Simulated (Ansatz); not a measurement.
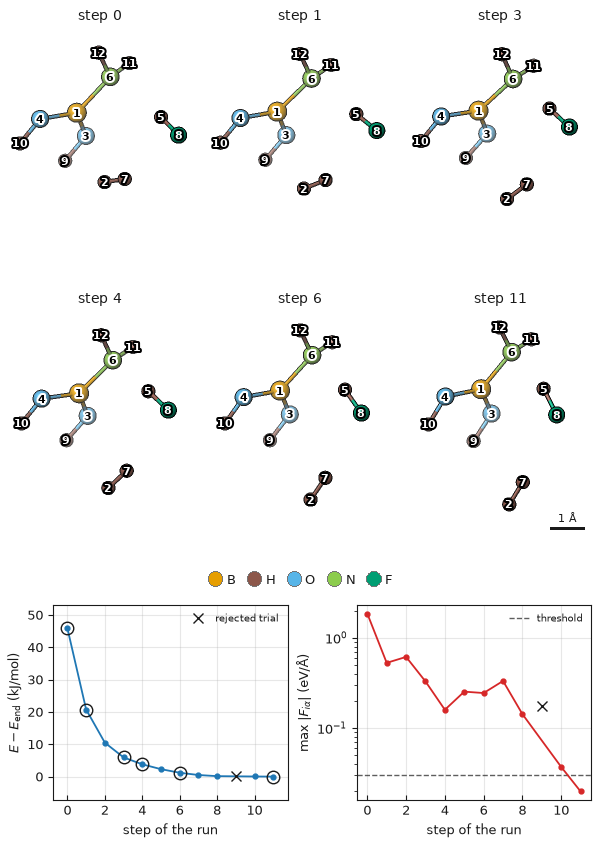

Frames of a relaxation of BNH$_{7}$O$_{2}$F, marked on the history of the run. Style: ball-and-stick. Shown at a tilt.

The run prepares an end point of a later path (reaction) calculation, from a guessed geometry.

Computed with RKS PBE/def2-SVP (Ansatz 0.2.0). (no spin polarisation; force threshold 0.03 eV/Å; at most 50 steps)

What happens along the run?

Answer. The largest move after the best rigid fit is that of H2, 1.23 Å. By element the largest moves are H 1.23 Å, F 0.82 Å, O 0.24 Å, B 0.23 Å, N 0.23 Å. Among the contacts that change: H2–H7 0.707 → 0.773 Å, H5–F8 0.921 → 0.970 Å, B1–N6 1.497 → 1.452 Å. Over 10 accepted moves (11 points after the start) the energy falls by 45.8 kJ/mol. Largest force component: 1.9 eV/Å at the start, 0.02 eV/Å at the end. The line search rejected the trial step at point 9 of the run. From step 0 to 1: H2 moves most (0.20 Å), energy −25.1 kJ/mol. From step 1 to 3: H2 moves most (0.35 Å), energy −14.8 kJ/mol. From step 3 to 4: H2 moves most (0.19 Å), energy −2.14 kJ/mol. From step 4 to 6: H2 moves most (0.37 Å), energy −2.61 kJ/mol. From step 6 to 11: F8 moves most (0.17 Å), energy −1.20 kJ/mol.
